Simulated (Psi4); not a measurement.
# CAM-B3LYP/cc-pV5Z (density fitting, sweep point 4) run of [SiH3]+ (SMILES [SiH3+])

What is the vertical ionisation energy of [SiH3]+ at CAM-B3LYP/cc-pV5Z (density fitting, sweep point 4)? 

The results are computed with Psi4 1.11.

### Step 1. The system as given

[SiH3]+: 4 atoms, total charge +1, spin state singlet. SMILES: `[SiH3+]`. Geometry: relaxed at PBE0-D4/def2-TZVP.

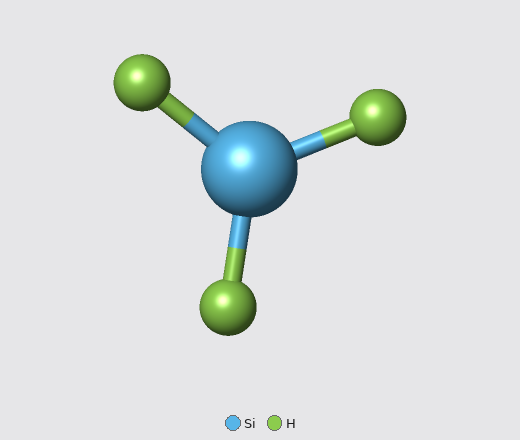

Viewed from a chosen angle; silicon blue, hydrogen green.

### Step 2. The energy at CAM-B3LYP/cc-pV5Z (density fitting, sweep point 4)

File input.in:

```
memory 1600 MB

molecule system {
  1 1
  Si     0.00000000     0.00000000     0.00000000
  H      1.29805288     1.27632102     2.10326518
  H     -0.22374357    -2.77260617    -0.01870829
  H     -1.07430930     1.49609617    -2.08455689
  units bohr
  symmetry c1
}

set {
  basis cc-pV5Z
  puream true
  scf_type df
  dft_radial_points 99
  dft_spherical_points 590
}

energy_value, wavefunction = energy("cam-b3lyp", return_wfn=True)
print_variables()
```

Command:

```bash
$ psi4 -n 1 input.in input.out
```

input.out:

```text
[...]
  Running in c1 symmetry.
[...]
  Nuclear repulsion =   15.721450090916820
[...]
  Multiplicity = 1
[...]
  Nalpha       = 8
  Nbeta        = 8
[...]
    Number of basis functions: 260
[...]
   @DF-RKS iter   1:  -290.93930925371114   -1.45054e-01   8.91260e-04 ADIIS/DIIS
[...]
   @DF-RKS iter   6:  -290.95065726210845   -8.36081e-08   1.08375e-07 DIIS
[...]
    Orbital Energies [Eh]
    ---------------------
    Doubly Occupied:
       1A    -66.517660     2A     -5.688851     3A     -4.055187
       4A     -4.042628     5A     -4.042628     6A     -0.893364
       7A     -0.703576     8A     -0.703567
[...]
  @DF-RKS Final Energy:  -290.95065726210845
   => Energetics <=
    Nuclear Repulsion Energy =             15.7214500909168198
    One-Electron Energy =                -428.7013249439903575
    Two-Electron Energy =                 138.4646839374605349
    DFT Exchange-Correlation Energy =     -16.4354663464954811
    Empirical Dispersion Energy =           0.0000000000000000
    VV10 Nonlocal Energy =                  0.0000000000000000
    Total Energy =                       -290.9506572621084501
[...]
 Multipole Moments:
 ------------------------------------------------------------------------------------
     Multipole            Electronic (a.u.)      Nuclear  (a.u.)        Total (a.u.)
 ------------------------------------------------------------------------------------
 L = 1.  Multiply by 2.5417464519 to convert [e a0] to [Debye]
 Dipole X            :         -0.0000022            0.0000000           -0.0000022
 Dipole Y            :          0.0001217           -0.0000845            0.0000372
 Dipole Z            :         -0.0000052            0.0000000           -0.0000052
 Magnitude           :                                                    0.0000376
[...]
```

It took 38 s on 1 thread of Intel Xeon Platinum 8259CL at 2.50GHz (Skylake/Cascade Lake), shared host; peak memory 1.6 GiB.

### Step 3. Doublet [SiH3]2+

File input.dat:

```
memory 1600 mb

molecule {
  2 2
  Si     0.00000000     0.00000000     0.00000000
  H      1.29805288     1.27632102     2.10326518
  H     -0.22374357    -2.77260617    -0.01870829
  H     -1.07430930     1.49609617    -2.08455689
  units au
  symmetry c1
}

set {
  basis                cc-pV5Z
  reference            uks
  puream               true
  scf_type             df
  dft_radial_points    99
  dft_spherical_points 590
  maxiter              100
}

e, wfn = energy('cam-b3lyp', return_wfn=True)
print_variables()
```

Command:

```bash
$ psi4 input.dat output.dat -n 1
```

output.dat:

```text
[...]
  Running in c1 symmetry.
[...]
  Nuclear repulsion =   15.721450090916820
[...]
  Multiplicity = 2
[...]
  Nalpha       = 8
  Nbeta        = 7
[...]
    Number of basis functions: 260
[...]
   @DF-UKS iter   1:  -290.14017035771013    6.54085e-01   1.02786e-03 DIIS/ADIIS
[...]
   @DF-UKS iter   7:  -290.18614291792198   -2.24901e-07   5.25446e-07 DIIS
[...]
   @S^2 Observed:                7.610784313E-01
[...]
    Orbital Energies [Eh]
    ---------------------
    Alpha Occupied:
       1A    -66.882327     2A     -6.048576     3A     -4.412166
       4A     -4.410671     5A     -4.398837     6A     -1.253665
       7A     -1.086362     8A     -1.017363
    Alpha Virtual:
       9A     -0.626512    10A     -0.490678    11A     -0.443048
      12A     -0.431684    13A     -0.327757    14A     -0.321110
      15A     -0.307089    16A     -0.270124    17A     -0.258080
      18A     -0.230529    19A     -0.152488    20A     -0.136035
      21A     -0.134814    22A     -0.111974    23A     -0.073581
      24A     -0.062288    25A     -0.033289    26A      0.008734
[...]
  @DF-UKS Final Energy:  -290.18614291792198
   => Energetics <=
    Nuclear Repulsion Energy =             15.7214500909168198
    One-Electron Energy =                -422.7762481005436257
    Two-Electron Energy =                 133.0972998066837647
    DFT Exchange-Correlation Energy =     -16.2286447149790156
    Empirical Dispersion Energy =           0.0000000000000000
    VV10 Nonlocal Energy =                  0.0000000000000000
    Total Energy =                       -290.1861429179220409
[...]
 Multipole Moments:
 ------------------------------------------------------------------------------------
     Multipole            Electronic (a.u.)      Nuclear  (a.u.)        Total (a.u.)
 ------------------------------------------------------------------------------------
 L = 1.  Multiply by 2.5417464519 to convert [e a0] to [Debye]
 Dipole X            :         -0.0532624            0.0000000           -0.0532624
 Dipole Y            :         -0.4729749           -0.0000845           -0.4730595
 Dipole Z            :         -0.0296356            0.0000000           -0.0296356
 Magnitude           :                                                    0.4769700
[...]
```

Run time: 62 s. Hardware: 1 thread of Intel Xeon Platinum 8259CL at 2.50GHz (Skylake/Cascade Lake), shared host; peak memory 1.6 GiB.

### Step 4. Summary of results

At CAM-B3LYP/cc-pV5Z (density fitting, sweep point 4):

| quantity | value |
| --- | --- |
| singlet [SiH3]+: total energy | -290.95066 Eh |
| singlet [SiH3]+: HOMO energy | -19.15 eV |
| singlet [SiH3]+: LUMO energy | -9.12 eV |
| singlet [SiH3]+: HOMO–LUMO gap | 10.02 eV |
| doublet [SiH3]2+: total energy | -290.18614 Eh |
| doublet [SiH3]2+: HOMO energy (highest over α and β) | -26.80 eV |
| doublet [SiH3]2+: LUMO energy (lowest over α and β) | -22.43 eV |
| doublet [SiH3]2+: ⟨S²⟩ | 0.761 |
| vertical ionisation energy (to the doublet dication) | 20.803 eV |

Removing an electron at fixed nuclei costs 20.80 eV (2007 kJ/mol). The negative HOMO energy of the first species, 19.15 eV, lies 1.66 eV below that difference.
